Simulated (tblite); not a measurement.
Run report: C2H9GeN, saddle-point search

- system: C2H9GeN (Ge(NMe2)H3)
- method: GFN2-xTB saddle search (eigenvector following) and harmonic vibrations, gas phase (tblite 0.8.0)

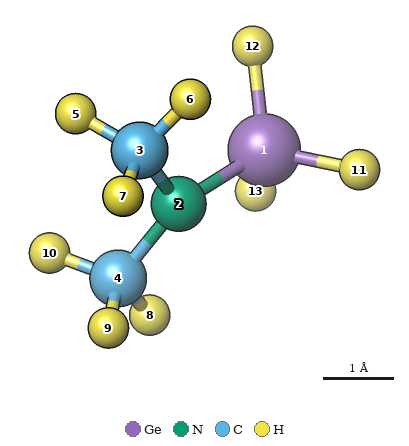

Fig. 1: The starting structure (ball-and-stick view, seen at a tilt; atoms are numbered from 1 in the order of the input). Sticks mark near contacts. Bond lengths as drawn: C–H 1.09 to 1.10 Å, C–N 1.45 Å, Ge–H 1.50 to 1.51 Å and Ge–N 1.82 Å.

Key numbers:

```tsv
quantity	value
outcome	converged
total energy	−372.8866 eV
point group	Cs
hardware	1 CPU thread, shared host
wall time	1.5 s
peak memory	0.19 GiB
```

The input:
```
{"job": {"xc": "GFN2-xTB", "basis": "xTB", "kind": "saddle"}, "charge": 0, "multiplicity": 1}
Ge     0.013553     0.074235    -1.706232
N     -0.038412    -0.221749     0.089149
C      1.185892    -0.140754     0.855193
C     -1.215416     0.028084     0.891927
H      1.369157     0.865983     1.255599
H      2.026624    -0.417756     0.220783
H      1.144856    -0.834117     1.699183
H     -2.104959    -0.014835     0.265123
H     -1.303486    -0.741772     1.666247
H     -1.179037     1.004994     1.388008
H      0.222097    -1.246642    -2.397128
H      1.163220     0.966433    -2.085827
H     -1.284089     0.677896    -2.142024
```

The first line tells a small driver script what to run in tblite; the rest is the geometry in Å.

Launch command:
```bash
OMP_NUM_THREADS=1 python <driver script> task.json out
```

What the program printed:
```
step      E/eV     max force
  0    -372.85762   0.0428
  1    -372.86001   0.1368
  2    -372.85943   0.0480
  3    -372.86052   0.0355
  4    -372.86332   0.0750
  5    -372.86148   0.0214
  6    -372.86409   0.0197
  7    -372.86759   0.0238
  8    -372.87065   0.0273
  9    -372.87411   0.0319
 10    -372.87741   0.0475
 11    -372.87936   0.0163
 12    -372.88268   0.0296
 13    -372.88504   0.0306
 14    -372.88625   0.0385
 15    -372.88653   0.0100
 16    -372.88655   0.0010
lowest wavenumbers (cm-1): -163.8 122.8 194.5 235.7 243.5 319.2
```

Trajectory as extended XYZ (Å, eV, eV/Å), 12 frames, from step=0 to step=16:
```
13
Properties=species:S:1:pos:R:3:forces:R:3 step=0 energy=-372.85762
Ge    0.0136    0.0742   -1.7062    0.0020   0.0010   0.0000
N    -0.0384   -0.2217    0.0891    0.0010   0.0130  -0.0220
C     1.1859   -0.1408    0.8552    0.0010   0.0080   0.0050
C    -1.2154    0.0281    0.8919    0.0240  -0.0040   0.0010
H     1.3692    0.8660    1.2556   -0.0290  -0.0110  -0.0040
H     2.0266   -0.4178    0.2208    0.0110  -0.0070  -0.0090
H     1.1449   -0.8341    1.6992    0.0050  -0.0380   0.0080
H    -2.1050   -0.0148    0.2651    0.0290   0.0110  -0.0190
H    -1.3035   -0.7418    1.6662   -0.0060   0.0220  -0.0080
H    -1.1790    1.0050    1.3880   -0.0160   0.0260   0.0300
H     0.2221   -1.2466   -2.3971    0.0050   0.0050   0.0050
H     1.1632    0.9664   -2.0858   -0.0140   0.0150   0.0100
H    -1.2841    0.6779   -2.1420   -0.0130  -0.0400   0.0050
13
Properties=species:S:1:pos:R:3:forces:R:3 step=1 energy=-372.86001
Ge    0.0113    0.0587   -1.7125    0.0080  -0.0130   0.0030
N    -0.0268   -0.1733    0.0869    0.0100   0.0360   0.0190
C     1.1908   -0.1262    0.8650    0.0480  -0.0040   0.0420
C    -1.2118    0.0381    0.8874    0.0110  -0.0010   0.0030
H     1.3370    0.8531    1.3494   -0.0220  -0.1250  -0.0510
H     2.0440   -0.3239    0.2125   -0.0630   0.0200   0.0710
H     1.1686   -0.8924    1.6516    0.0150   0.0740  -0.0890
H    -2.0933    0.0098    0.2485    0.0130   0.0140  -0.0010
H    -1.3050   -0.7545    1.6384   -0.0010   0.0180  -0.0180
H    -1.1875    1.0006    1.4142   -0.0020  -0.0080   0.0050
H     0.1747   -1.2804   -2.3868    0.0080   0.0110   0.0090
H     1.1807    0.9136   -2.1152   -0.0180   0.0030   0.0080
H    -1.2827    0.6767   -2.1394   -0.0070  -0.0240   0.0000
13
Properties=species:S:1:pos:R:3:forces:R:3 step=2 energy=-372.85943
Ge    0.0124    0.0680   -1.7083   -0.0010   0.0020  -0.0010
N    -0.0322   -0.2007    0.0882   -0.0010   0.0040  -0.0160
C     1.1888   -0.1370    0.8599   -0.0110   0.0040  -0.0070
C    -1.2129    0.0341    0.8887    0.0100   0.0020   0.0010
H     1.3578    0.8572    1.2929   -0.0110   0.0180   0.0150
H     2.0345   -0.3839    0.2207    0.0200  -0.0070  -0.0240
H     1.1536   -0.8584    1.6802   -0.0020  -0.0440   0.0190
H    -2.0974   -0.0045    0.2548    0.0130   0.0130  -0.0100
H    -1.3039   -0.7436    1.6544   -0.0060   0.0080  -0.0030
H    -1.1838    1.0059    1.3961   -0.0050   0.0180   0.0200
H     0.2058   -1.2584   -2.3941    0.0130  -0.0020   0.0040
H     1.1654    0.9506   -2.0969   -0.0090   0.0140   0.0010
H    -1.2880    0.6707   -2.1367   -0.0100  -0.0290   0.0010
13
Properties=species:S:1:pos:R:3:forces:R:3 step=4 energy=-372.86332
Ge    0.0105    0.0519   -1.7150    0.0050  -0.0150   0.0080
N    -0.0226   -0.1415    0.0856    0.0040   0.0350   0.0370
C     1.1928   -0.1235    0.8675    0.0100  -0.0060   0.0230
C    -1.2107    0.0473    0.8865    0.0050   0.0010   0.0090
H     1.3341    0.8376    1.3835   -0.0100  -0.0700  -0.0250
H     2.0472   -0.2968    0.2126   -0.0230   0.0120   0.0300
H     1.1725   -0.9147    1.6276    0.0030   0.0430  -0.0590
H    -2.0885    0.0288    0.2422    0.0070   0.0170   0.0100
H    -1.3057   -0.7595    1.6229    0.0010   0.0240  -0.0300
H    -1.1919    1.0005    1.4317    0.0040  -0.0310  -0.0090
H     0.1747   -1.2929   -2.3790    0.0120   0.0010   0.0060
H     1.1770    0.9054   -2.1264   -0.0120   0.0030   0.0020
H    -1.2895    0.6576   -2.1397   -0.0060  -0.0160  -0.0030
13
Properties=species:S:1:pos:R:3:forces:R:3 step=5 energy=-372.86148
Ge    0.0112    0.0589   -1.7115   -0.0010  -0.0010  -0.0010
N    -0.0262   -0.1707    0.0869    0.0040   0.0100  -0.0050
C     1.1912   -0.1321    0.8649    0.0050   0.0000   0.0040
C    -1.2108    0.0432    0.8861    0.0010   0.0050  -0.0020
H     1.3390    0.8419    1.3502   -0.0020  -0.0160   0.0040
H     2.0435   -0.3301    0.2157   -0.0070   0.0040   0.0030
H     1.1671   -0.8980    1.6472    0.0010  -0.0050  -0.0140
H    -2.0915    0.0058    0.2473    0.0010   0.0150  -0.0050
H    -1.3006   -0.7425    1.6435   -0.0050  -0.0060   0.0000
H    -1.1911    1.0098    1.4043    0.0020   0.0100   0.0160
H     0.1865   -1.2763   -2.3879    0.0150  -0.0040   0.0050
H     1.1712    0.9263   -2.1114   -0.0080   0.0090  -0.0030
H    -1.2895    0.6638   -2.1353   -0.0070  -0.0200  -0.0030
13
Properties=species:S:1:pos:R:3:forces:R:3 step=7 energy=-372.86759
Ge    0.0117    0.0504   -1.7142   -0.0040  -0.0040  -0.0090
N    -0.0276   -0.1341    0.0855    0.0080   0.0120   0.0070
C     1.1899   -0.1390    0.8634   -0.0080   0.0010   0.0000
C    -1.2108    0.0647    0.8894   -0.0060   0.0050   0.0040
H     1.3415    0.8135    1.3878    0.0020  -0.0100   0.0070
H     2.0410   -0.3127    0.2062    0.0020   0.0020  -0.0050
H     1.1646   -0.9364    1.6138   -0.0050  -0.0070  -0.0110
H    -2.0906    0.0567    0.2477    0.0070   0.0160   0.0070
H    -1.3116   -0.7418    1.6244   -0.0040   0.0060  -0.0130
H    -1.1805    1.0161    1.4357    0.0020  -0.0090   0.0060
H     0.2413   -1.2893   -2.3698    0.0140   0.0080   0.0110
H     1.1428    0.9523   -2.1259   -0.0150   0.0020  -0.0040
H    -1.3116    0.5995   -2.1440    0.0060  -0.0230   0.0000
13
Properties=species:S:1:pos:R:3:forces:R:3 step=8 energy=-372.87065
Ge    0.0124    0.0494   -1.7142   -0.0030  -0.0020  -0.0150
N    -0.0301   -0.1275    0.0854    0.0040   0.0080   0.0000
C     1.1883   -0.1467    0.8611   -0.0050   0.0000  -0.0020
C    -1.2110    0.0749    0.8915   -0.0050   0.0060   0.0020
H     1.3489    0.8022    1.3889    0.0030  -0.0050   0.0090
H     2.0370   -0.3247    0.2019    0.0000   0.0010  -0.0060
H     1.1573   -0.9468    1.6082   -0.0040  -0.0120  -0.0050
H    -2.0910    0.0831    0.2501    0.0080   0.0150   0.0060
H    -1.3202   -0.7378    1.6182   -0.0040   0.0040  -0.0090
H    -1.1703    1.0201    1.4473    0.0020  -0.0050   0.0060
H     0.2842   -1.2872   -2.3609    0.0140   0.0160   0.0140
H     1.1195    0.9809   -2.1302   -0.0210  -0.0020  -0.0020
H    -1.3250    0.5602   -2.1473    0.0110  -0.0250   0.0010
13
Properties=species:S:1:pos:R:3:forces:R:3 step=10 energy=-372.87741
Ge    0.0123    0.0380   -1.7175   -0.0030  -0.0100   0.0060
N    -0.0285   -0.0711    0.0839    0.0220   0.0200   0.0370
C     1.1874   -0.1493    0.8599   -0.0090   0.0020   0.0110
C    -1.2107    0.0983    0.8949   -0.0090   0.0020   0.0100
H     1.3566    0.7708    1.4359   -0.0070  -0.0440  -0.0140
H     2.0351   -0.3011    0.1920   -0.0060   0.0060   0.0100
H     1.1488   -0.9877    1.5665   -0.0050   0.0260  -0.0380
H    -2.0874    0.1488    0.2504    0.0120   0.0120   0.0180
H    -1.3337   -0.7470    1.5834    0.0000   0.0270  -0.0300
H    -1.1607    1.0163    1.4950    0.0020  -0.0310  -0.0120
H     0.3399   -1.3011   -2.3321    0.0110  -0.0010   0.0060
H     1.0843    0.9988   -2.1554   -0.0070   0.0050  -0.0040
H    -1.3433    0.4862   -2.1569   -0.0020  -0.0140  -0.0010
13
Properties=species:S:1:pos:R:3:forces:R:3 step=11 energy=-372.87936
Ge    0.0131    0.0393   -1.7165   -0.0010  -0.0040  -0.0040
N    -0.0309   -0.0751    0.0843    0.0050   0.0100   0.0100
C     1.1854   -0.1594    0.8578   -0.0030  -0.0010   0.0030
C    -1.2104    0.1072    0.8961   -0.0020   0.0040   0.0020
H     1.3615    0.7595    1.4318    0.0000  -0.0160   0.0000
H     2.0314   -0.3174    0.1894   -0.0030   0.0020   0.0020
H     1.1420   -0.9959    1.5648   -0.0030   0.0020  -0.0140
H    -2.0872    0.1678    0.2533    0.0050   0.0110   0.0060
H    -1.3415   -0.7368    1.5834   -0.0020   0.0080  -0.0110
H    -1.1500    1.0235    1.4966    0.0020  -0.0090   0.0000
H     0.3821   -1.2922   -2.3240    0.0110   0.0070   0.0080
H     1.0583    1.0295   -2.1586   -0.0130   0.0010  -0.0020
H    -1.3538    0.4500   -2.1583    0.0030  -0.0160   0.0000
13
Properties=species:S:1:pos:R:3:forces:R:3 step=13 energy=-372.88504
Ge    0.0135    0.0316   -1.7172   -0.0050   0.0000  -0.0200
N    -0.0307   -0.0334    0.0841    0.0170   0.0000   0.0160
C     1.1817   -0.1781    0.8546   -0.0080   0.0010   0.0080
C    -1.2082    0.1413    0.8995   -0.0100   0.0020   0.0030
H     1.3722    0.7104    1.4705   -0.0040  -0.0220  -0.0100
H     2.0262   -0.3182    0.1801   -0.0020   0.0010   0.0040
H     1.1236   -1.0461    1.5225   -0.0030   0.0150  -0.0170
H    -2.0814    0.2488    0.2573    0.0130   0.0040   0.0120
H    -1.3620   -0.7242    1.5553   -0.0010   0.0140  -0.0100
H    -1.1267    1.0331    1.5333   -0.0010  -0.0120  -0.0070
H     0.4903   -1.2844   -2.2850   -0.0030   0.0270   0.0120
H     0.9823    1.0881   -2.1889   -0.0210  -0.0160   0.0030
H    -1.3808    0.3311   -2.1660    0.0270  -0.0130   0.0060
13
Properties=species:S:1:pos:R:3:forces:R:3 step=14 energy=-372.88625
Ge    0.0129    0.0264   -1.7176   -0.0040   0.0010  -0.0150
N    -0.0283   -0.0082    0.0842    0.0260  -0.0030   0.0240
C     1.1804   -0.1859    0.8540   -0.0080   0.0020   0.0130
C    -1.2062    0.1587    0.9003   -0.0110   0.0010   0.0030
H     1.3734    0.6822    1.4977   -0.0080  -0.0310  -0.0210
H     2.0263   -0.3092    0.1778   -0.0040   0.0010   0.0100
H     1.1157   -1.0746    1.4950   -0.0020   0.0300  -0.0240
H    -2.0764    0.2890    0.2584    0.0110   0.0000   0.0110
H    -1.3709   -0.7178    1.5389    0.0000   0.0140  -0.0100
H    -1.1166    1.0369    1.5516   -0.0020  -0.0130  -0.0090
H     0.5368   -1.2798   -2.2644   -0.0060   0.0210   0.0080
H     0.9433    1.1091   -2.2076   -0.0160  -0.0160   0.0040
H    -1.3905    0.2731   -2.1683    0.0230  -0.0060   0.0050
13
Properties=species:S:1:pos:R:3:forces:R:3 step=16 energy=-372.88655
Ge    0.0125    0.0246   -1.7174    0.0000   0.0000   0.0000
N    -0.0259    0.0024    0.0846    0.0000   0.0000   0.0000
C     1.1797   -0.1906    0.8540    0.0000   0.0000   0.0000
C    -1.2046    0.1672    0.9002    0.0000   0.0000   0.0000
H     1.3738    0.6672    1.5090    0.0000   0.0000   0.0000
H     2.0272   -0.3078    0.1791    0.0000   0.0000   0.0000
H     1.1100   -1.0866    1.4824    0.0000   0.0000   0.0000
H    -2.0729    0.3076    0.2587    0.0000   0.0000   0.0000
H    -1.3749   -0.7130    1.5313    0.0000   0.0000   0.0000
H    -1.1114    1.0393    1.5582    0.0000   0.0000   0.0000
H     0.5599   -1.2737   -2.2546    0.0000   0.0000   0.0000
H     0.9204    1.1198   -2.2174    0.0000   0.0000   0.0000
H    -1.3938    0.2434   -2.1682    0.0010   0.0000   0.0000
```
